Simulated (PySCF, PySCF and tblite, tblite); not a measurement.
# C4H12Si2: a path driven as ring inversion, and NMR exchange, part 1 of 2

How fast is ring inversion in C4H12Si2 (`C1C[SiH2]C[SiH2]C1`), and when do the exchanging lines merge?

Programs: PySCF 2.14.0 with density-fitted response routines of our own, and tblite 0.8.0. All values are computed, except where a source is named. Atoms count from 0 throughout.

## Step 1: The molecule as given

18 atoms, charge 0, multiplicity 1; geometry from: force field or distance geometry start.

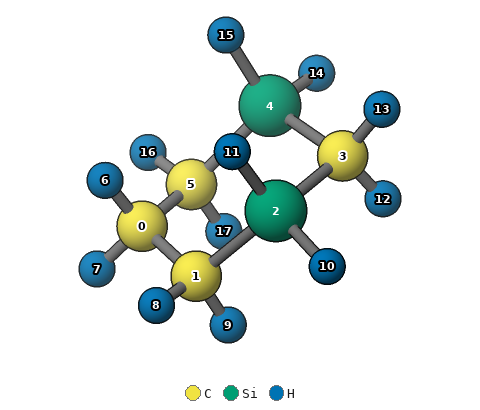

The starting geometry (carbon yellow, silicon teal, hydrogen blue), atoms numbered.

## Step 2: GFN2-xTB relaxation, start minimum

What the job is given:

```
{"job": {"xc": "GFN2-xTB", "basis": "xTB", "kind": "relax"}, "charge": 0, "multiplicity": 1}
C     -0.999000     1.280300     0.254600
C     -1.579200     0.019200    -0.410200
Si    -0.671500    -1.584400     0.066300
C      1.130300    -1.426800    -0.341500
Si     1.663500     0.192200     0.399200
C      0.453700     1.552300    -0.118100
H     -1.109700     1.219800     1.343300
H     -1.606100     2.146100    -0.058800
H     -2.624000    -0.090800    -0.119500
H     -1.549500     0.125400    -1.486400
H     -1.271400    -2.717500    -0.693000
H     -0.875900    -1.848800     1.512900
H      1.279600    -1.435100    -1.406500
H      1.706000    -2.267400     0.086400
H      3.023400     0.543000    -0.087000
H      1.707600     0.109600     1.885600
H      0.777800     2.492700     0.360100
H      0.535700     1.696700    -1.198900
```

Launch:

```
OMP_NUM_THREADS=1 python ens_run.py task.json out
```

This one command runs the whole study; its stages follow in the order run.

The log of the run:

```text
step      E/eV     max force
  0    -493.15001    1.417
  1    -493.20946    0.561
  2    -493.22171    0.213
  3    -493.22700    0.211
  4    -493.23234    0.198
  5    -493.23738    0.134
  6    -493.24046    0.125
  7    -493.24237    0.095
  8    -493.24409    0.095
  9    -493.24605    0.090
 10    -493.24770    0.086
 11    -493.24888    0.086
 12    -493.24994    0.087
 13    -493.25121    0.107
 14    -493.25248    0.079
 15    -493.25347    0.065
 16    -493.25423    0.054
 17    -493.25497    0.078
 18    -493.25567    0.078
 19    -493.25613    0.044
 20    -493.25647    0.038
 21    -493.25686    0.059
 22    -493.25748    0.083
 23    -493.25827    0.080
 24    -493.25899    0.060
 25    -493.25949    0.052
 26    -493.25987    0.050
 27    -493.26024    0.049
 28    -493.26051    0.041
 29    -493.26068    0.036
 30    -493.26082    0.038
 31    -493.26098    0.044
 32    -493.26112    0.033
 33    -493.26123    0.026
 34    -493.26132    0.026
 35    -493.26144    0.045
 36    -493.26163    0.060
 37    -493.26182    0.056
 38    -493.26197    0.035
 39    -493.26208    0.034
 40    -493.26222    0.033
 41    -493.26239    0.038
 42    -493.26259    0.038
 43    -493.26276    0.025
 44    -493.26290    0.025
 45    -493.26302    0.029
 46    -493.26317    0.032
 47    -493.26330    0.022
 48    -493.26339    0.020
 49    -493.26346    0.016
 50    -493.26353    0.021
 51    -493.26360    0.021
 52    -493.26367    0.017
 53    -493.26371    0.013
 54    -493.26374    0.011
 55    -493.26376    0.011
 56    -493.26379    0.010
 57    -493.26381    0.012
 58    -493.26384    0.011
 59    -493.26386    0.010
 60    -493.26388    0.012
 61    -493.26392    0.013
 62    -493.26395    0.013
 63    -493.26398    0.010
 64    -493.26399    0.009
 65    -493.26400    0.010
 66    -493.26401    0.009
 67    -493.26402    0.006
 68    -493.26402    0.004
 69    -493.26402    0.002
```

Run time: 0.65 s. Hardware: 1 thread of AMD EPYC 7R43, shared host.

Gain 0.114 eV; displacement 0.11 Å root mean square.

## Step 3: Relaxed scan, ring torsion 0 driven

What the job is given:

```
{"job": {"xc": "GFN2-xTB", "basis": "xTB", "coordinate": [["t", [5, 0, 1, 2], 1.0]], "kind": "drive"}, "charge": 0, "multiplicity": 1}
C     -0.979062     1.237853     0.295090
C     -1.570745     0.025160    -0.424040
Si    -0.747861    -1.625451     0.041024
C      1.118760    -1.430991    -0.253513
Si     1.728251     0.249273     0.390122
C      0.451938     1.556688    -0.139124
H     -1.003320     1.068932     1.375003
H     -1.611295     2.110135     0.092394
H     -2.636822    -0.028379    -0.194608
H     -1.500612     0.189607    -1.501710
H     -1.307157    -2.706124    -0.784682
H     -1.011188    -1.916957     1.457308
H      1.322681    -1.501077    -1.321578
H      1.668423    -2.244387     0.215057
H      3.044403     0.588492    -0.171313
H      1.822143     0.228772     1.856792
H      0.734438     2.524244     0.280515
H      0.468267     1.680527    -1.224396
```

The log of the run:

```text
point  coordinate     E/eV
  0     55.000     -493.23130
  1     41.700     -493.15374
  2     28.100     -493.05984
  3     13.700     -493.01931
  4     -0.100     -493.07452
  5    -13.800     -493.09130
  6    -27.300     -493.11164
  7    -40.600     -493.11058
  8    -54.100     -493.08652
  9    -68.200     -493.18536
```

Wall time 4.5 s (1 thread of AMD EPYC 7R43, shared host).

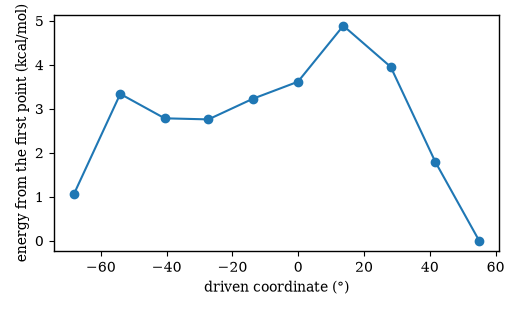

Energy along the scan.

## Step 4: Relaxed scan, ring torsion 3 driven

What the job is given:

```
{"job": {"xc": "GFN2-xTB", "basis": "xTB", "coordinate": [["t", [2, 3, 4, 5], 1.0]], "kind": "drive"}, "charge": 0, "multiplicity": 1}
C     -0.795694     1.216332    -0.519044
C     -1.631597     0.099998     0.108030
Si    -0.815705    -1.621956     0.021442
C      1.016655    -1.374325    -0.415702
Si     1.736140     0.167483     0.427888
C      0.442289     1.565461     0.307225
H     -1.417755     2.113893    -0.612098
H     -0.496351     0.929906    -1.530401
H     -1.839107     0.366817     1.146063
H     -2.600515     0.066536    -0.393500
H     -1.469292    -2.439603    -1.013336
H     -0.948586    -2.300933     1.317291
H      1.113485    -1.266821    -1.495558
H      1.593722    -2.256542    -0.148278
H      2.981707     0.573817    -0.242378
H      2.030941    -0.118877     1.838806
H      0.116627     1.855214     1.308274
H      0.906593     2.453321    -0.126164
```

The log of the run:

```text
point  coordinate     E/eV
  0    -27.900     -493.18719
  1    -13.600     -493.17253
  2      0.700     -493.17076
  3     15.200     -493.20694
  4     29.300     -493.24466
  5     43.100     -493.26353
```

Wall time 2.2 s (1 thread of AMD EPYC 7R43, shared host).

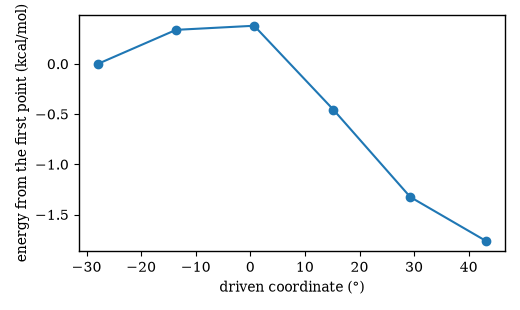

Energy along the scan.

## Step 5: Nudged elastic band, leg 1

What the job is given:

```
{"job": {"xc": "GFN2-xTB", "basis": "xTB", "kind": "neb"}, "charge": 0, "multiplicity": 1}
C     -0.979062     1.237853     0.295090
C     -1.570745     0.025160    -0.424040
Si    -0.747861    -1.625451     0.041024
C      1.118760    -1.430991    -0.253513
Si     1.728251     0.249273     0.390122
C      0.451938     1.556688    -0.139124
H     -1.003320     1.068932     1.375003
H     -1.611295     2.110135     0.092394
H     -2.636822    -0.028379    -0.194608
H     -1.500612     0.189607    -1.501710
H     -1.307157    -2.706124    -0.784682
H     -1.011188    -1.916957     1.457308
H      1.322681    -1.501077    -1.321578
H      1.668423    -2.244387     0.215057
H      3.044403     0.588492    -0.171313
H      1.822143     0.228772     1.856792
H      0.734438     2.524244     0.280515
H      0.468267     1.680527    -1.224396
```

The log of the run:

```text
image   E - E0 / eV
  0       0.0000
  1       0.0593
  2       0.1732
  3       0.2388
  4       0.2173
  5       0.1715
  6       0.1452
```

It took 2.6 s on 1 thread of AMD EPYC 7R43, shared host; peak memory 0.2 GiB.

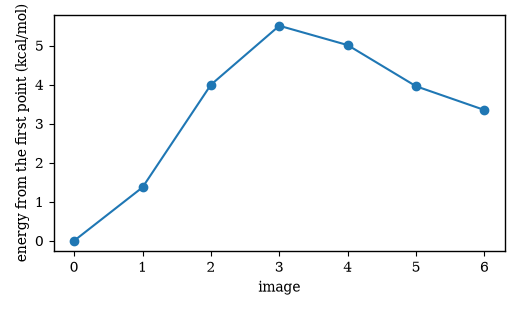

Energy along the band.

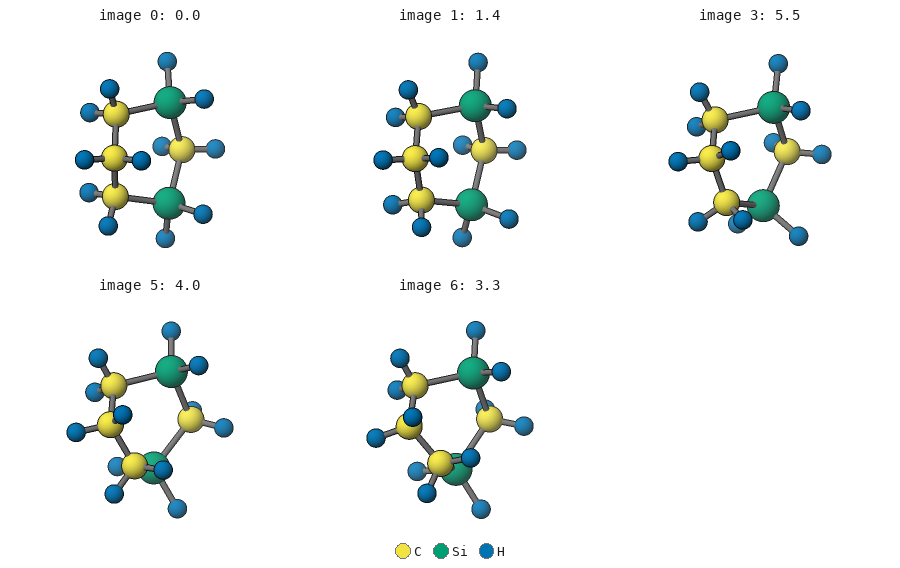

Images along the band, with energies in kcal/mol.

## Step 6: Saddle search, leg 1

What the job is given:

```
{"job": {"xc": "GFN2-xTB", "basis": "xTB", "kind": "saddle"}, "charge": 0, "multiplicity": 1}
C     -0.925259     1.367905     0.185225
C     -1.655001     0.017909     0.054263
Si    -0.681359    -1.595559    -0.287660
C      1.209207    -1.427845    -0.118053
Si     1.681496     0.284674     0.542338
C      0.488115     1.429690    -0.395280
H     -0.862288     1.640009     1.242022
H     -1.536510     2.136749    -0.298271
H     -2.235307    -0.133096     0.966450
H     -2.396744     0.101404    -0.742753
H     -0.998621    -2.041337    -1.655721
H     -1.164789    -2.626731     0.643690
H      1.661804    -1.557932    -1.100074
H      1.608507    -2.224615     0.504452
H      3.084876     0.624234     0.274089
H      1.436373     0.382660     1.988000
H      0.826876     2.466316    -0.351334
H      0.458624     1.155566    -1.451383
```

The log of the run:

```text
step      E/eV     max force
  0    -493.02526   0.0321
  1    -493.02714   0.0556
  2    -493.02999   0.1035
  3    -493.02838   0.0296
  4    -493.03049   0.0384
  5    -493.03328   0.0433
  6    -493.03634   0.0328
  7    -493.04291   0.0718
  8    -493.03829   0.0237
  9    -493.04211   0.0314
 10    -493.04592   0.0345
 11    -493.04964   0.0245
 12    -493.05469   0.0462
 13    -493.05958   0.0475
 14    -493.06411   0.0457
 15    -493.06959   0.0619
 16    -493.07474   0.0463
 17    -493.07833   0.1126
 18    -493.07669   0.0158
 19    -493.07875   0.0335
 20    -493.08018   0.0329
 21    -493.08098   0.0304
 22    -493.08102   0.0014
lowest wavenumbers (cm-1): -102.6 96.3 198.1 253.4 259.1 400.9
```

Wall time 9.6 s (1 thread of AMD EPYC 7R43, shared host); peak memory 0.2 GiB.

Point group C1; 1 imaginary mode, 103i cm⁻¹, carried by C1, H8, C0, H9. It was not shown to link both ends.

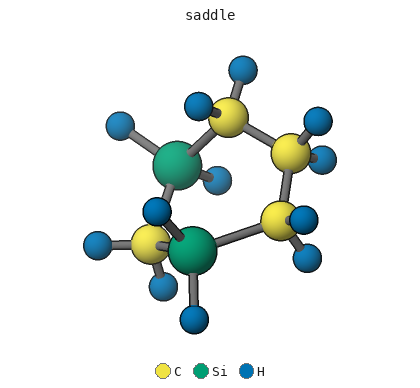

The saddle point.

## Step 7: Saddle search, leg 1

What the job is given:

```
{"job": {"xc": "GFN2-xTB", "basis": "xTB", "kind": "saddle"}, "charge": 0, "multiplicity": 1}
C     -0.942732     1.369378     0.191108
C     -1.651664     0.004413     0.103047
Si    -0.660908    -1.572934    -0.341444
C      1.221854    -1.436665    -0.053830
Si     1.681769     0.304790     0.546119
C      0.462282     1.408852    -0.406246
H     -0.881908     1.677189     1.239293
H     -1.560117     2.114902    -0.320029
H     -2.174697    -0.173729     1.043259
H     -2.449762     0.074775    -0.638250
H     -0.867357    -1.875524    -1.769548
H     -1.228039    -2.689594     0.432616
H      1.715845    -1.636883    -1.006334
H      1.580592    -2.202699     0.632178
H      3.059209     0.705033     0.225650
H      1.484038     0.404111     2.000469
H      0.806781     2.444269    -0.431192
H      0.404812     1.080316    -1.446866
```

The log of the run:

```text
step      E/eV     max force
  0    -493.01931   0.0965
  1    -493.03438   0.0956
  2    -493.04298   0.1423
  3    -493.05174   0.1098
  4    -493.06009   0.1458
  5    -493.06327   0.1472
  6    -493.06881   0.1157
  7    -493.07361   0.1715
  8    -493.07932   0.1674
  9    -493.08234   0.2918
 10    -493.08152   0.0988
 11    -493.08146   0.0322
 12    -493.08065   0.0627
 13    -493.08132   0.0127
 14    -493.08104   0.0249
 15    -493.08102   0.0112
 16    -493.08103   0.0000
lowest wavenumbers (cm-1): -102.8 96.6 197.9 253.3 259.1 400.8
```

Wall time 6.8 s (1 thread of AMD EPYC 7R43, shared host); peak memory 0.2 GiB.

Point group C1; 1 imaginary mode, 103i cm⁻¹, carried by C1, H8, C0, H9. It was not shown to link both ends.

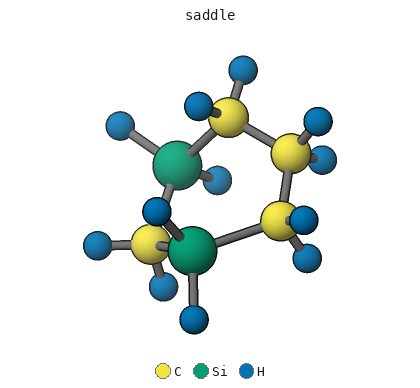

The saddle point.

## Step 8: Nudged elastic band, leg 2

What the job is given:

```
{"job": {"xc": "GFN2-xTB", "basis": "xTB", "kind": "neb"}, "charge": 0, "multiplicity": 1}
C     -1.020481     1.333849    -0.019596
C     -1.501768    -0.062672     0.390831
Si    -0.691455    -1.494647    -0.562706
C      1.123023    -1.475149     0.020779
Si     1.615979     0.281202     0.574160
C      0.458930     1.424081    -0.411752
H     -1.207560     2.023368     0.808916
H     -1.625110     1.680524    -0.862900
H     -1.279559    -0.213034     1.450134
H     -2.588541    -0.095062     0.302807
H     -0.793608    -1.289510    -2.014225
H     -1.357020    -2.761031    -0.226567
H      1.777702    -1.816441    -0.778911
H      1.262968    -2.178875     0.839218
H      3.016047     0.581058     0.242613
H      1.433433     0.461949     2.021116
H      0.775377     2.465362    -0.336348
H      0.559451     1.152714    -1.465526
```

The log of the run:

```text
image   E - E0 / eV
  0       0.0000
  1       0.0109
  2       0.0330
  3       0.0418
  4      -0.0119
  5      -0.0588
  6      -0.0799
```

Wall time 2.1 s (1 thread of AMD EPYC 7R43, shared host); peak memory 0.2 GiB.

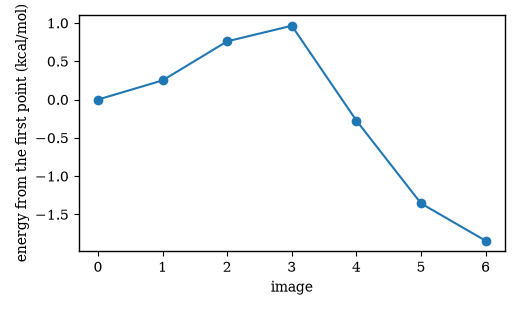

Energy along the band.

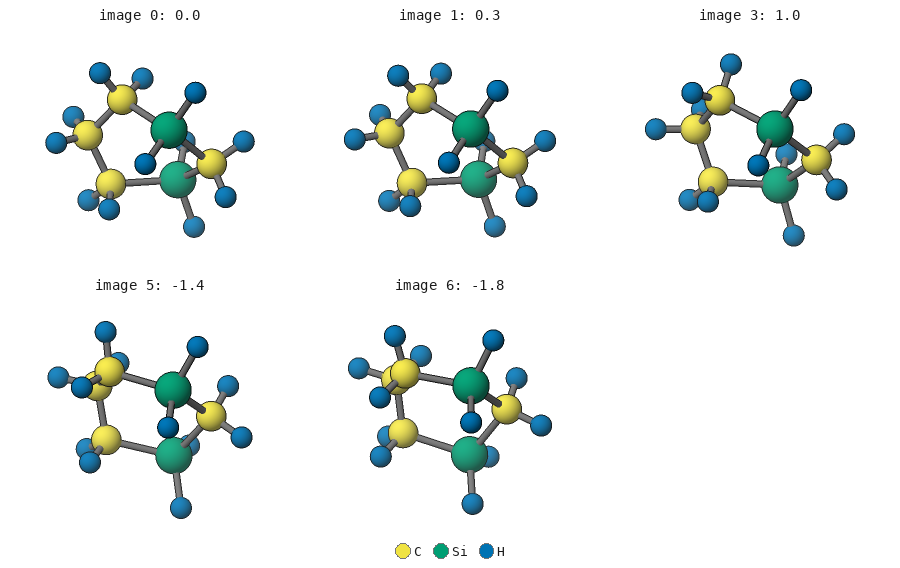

Images along the band, with energies in kcal/mol.

## Step 9: Saddle search, leg 2

What the job is given:

```
{"job": {"xc": "GFN2-xTB", "basis": "xTB", "kind": "saddle"}, "charge": 0, "multiplicity": 1}
C     -1.016371     1.265957    -0.274087
C     -1.479119    -0.013103     0.425952
Si    -0.775238    -1.570120    -0.406651
C      1.104092    -1.496272    -0.115178
Si     1.633335     0.212369     0.533237
C      0.491531     1.565465    -0.175400
H     -1.568753     2.113288     0.143659
H     -1.301655     1.196714    -1.327305
H     -1.180939     0.024020     1.475096
H     -2.570608    -0.035124     0.418143
H     -1.087074    -1.529613    -1.843859
H     -1.369528    -2.781420     0.173588
H      1.635083    -1.730374    -1.035324
H      1.401033    -2.259955     0.601212
H      3.015986     0.524662     0.138583
H      1.574324     0.223577     2.003335
H      0.634442     2.459981     0.433190
H      0.859459     1.829948    -1.168193
```

The log of the run:

```text
step      E/eV     max force
  0    -493.07703   0.0271
  1    -493.07875   0.0857
  2    -493.07806   0.0236
  3    -493.07886   0.0389
  4    -493.07965   0.0621
  5    -493.08069   0.0608
  6    -493.08101   0.0248
  7    -493.08103   0.0022
lowest wavenumbers (cm-1): -103.5 95.9 197.9 253.3 259.1 400.8
```

Wall time 4.2 s (1 thread of AMD EPYC 7R43, shared host); peak memory 0.2 GiB.

Point group C1; 1 imaginary mode, 104i cm⁻¹, carried by C5, H17, C0, H16. Steps downhill from it reached both ends.

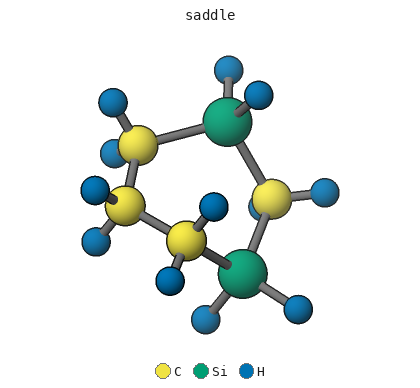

The saddle point.

## Step 10: Nudged elastic band, leg 3

What the job is given:

```
{"job": {"xc": "GFN2-xTB", "basis": "xTB", "kind": "neb"}, "charge": 0, "multiplicity": 1}
C     -0.795694     1.216332    -0.519044
C     -1.631597     0.099998     0.108030
Si    -0.815705    -1.621956     0.021442
C      1.016655    -1.374325    -0.415702
Si     1.736140     0.167483     0.427888
C      0.442289     1.565461     0.307225
H     -1.417755     2.113893    -0.612098
H     -0.496351     0.929906    -1.530401
H     -1.839107     0.366817     1.146063
H     -2.600515     0.066536    -0.393500
H     -1.469292    -2.439603    -1.013336
H     -0.948586    -2.300933     1.317291
H      1.113485    -1.266821    -1.495558
H      1.593722    -2.256542    -0.148278
H      2.981707     0.573817    -0.242378
H      2.030941    -0.118877     1.838806
H      0.116627     1.855214     1.308274
H      0.906593     2.453321    -0.126164
```

The log of the run:

```text
image   E - E0 / eV
  0       0.0000
  1       0.0145
  2       0.0309
  3       0.0222
  4      -0.0084
  5      -0.0461
  6      -0.0652
```

It took 1.3 s on 1 thread of AMD EPYC 7R43, shared host; peak memory 0.2 GiB.

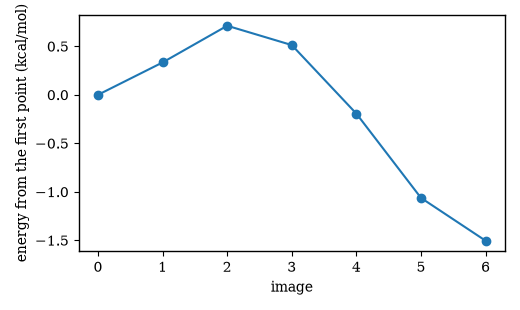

Energy along the band.

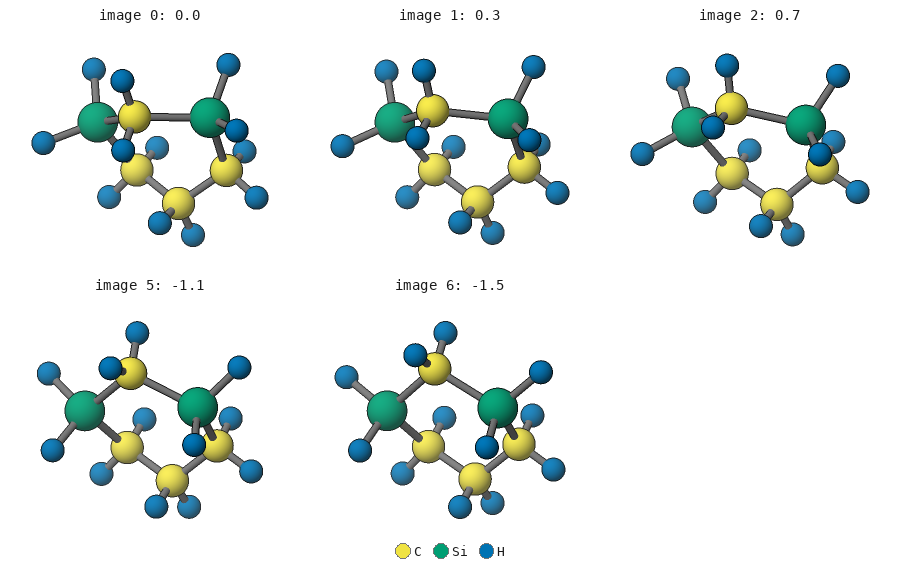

Images along the band, with energies in kcal/mol.

## Step 11: Saddle search, leg 3

What the job is given:

```
{"job": {"xc": "GFN2-xTB", "basis": "xTB", "kind": "saddle"}, "charge": 0, "multiplicity": 1}
C     -0.798938     1.275182    -0.470156
C     -1.651179     0.119658     0.051575
Si    -0.847886    -1.603900    -0.075568
C      1.050149    -1.474597    -0.186963
Si     1.796417     0.226835     0.236584
C      0.420422     1.528786     0.414457
H     -1.414588     2.181544    -0.503115
H     -0.475904     1.069518    -1.495337
H     -1.905913     0.323169     1.093907
H     -2.599966     0.115226    -0.487430
H     -1.351222    -2.282733    -1.280583
H     -1.244218    -2.386714     1.106415
H      1.360432    -1.764672    -1.190344
H      1.488765    -2.216004     0.477378
H      2.714725     0.634836    -0.837812
H      2.541983     0.164755     1.503406
H      0.092537     1.572464     1.454870
H      0.824385     2.516646     0.188716
```

The log of the run:

```text
step      E/eV     max force
  0    -493.16792   0.0497
  1    -493.17008   0.0436
  2    -493.17035   0.0084
  3    -493.17041   0.0396
  4    -493.17040   0.0058
  5    -493.17041   0.0032
lowest wavenumbers (cm-1): -88.1 45.5 232.1 257.4 289.4 419.5
```

It took 2.8 s on 1 thread of AMD EPYC 7R43, shared host; peak memory 0.2 GiB.

Point group Cs; 1 imaginary mode, 88i cm⁻¹, carried by C3, H12, H13, Si2. Steps downhill from it reached both ends.

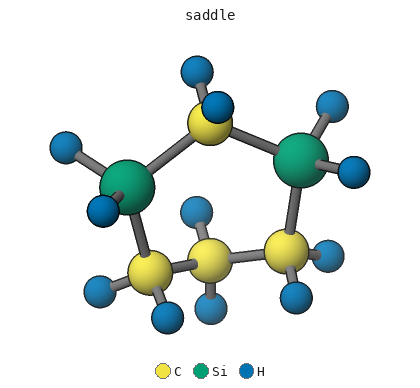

The saddle point.

(Continued in part 2 of 2.)
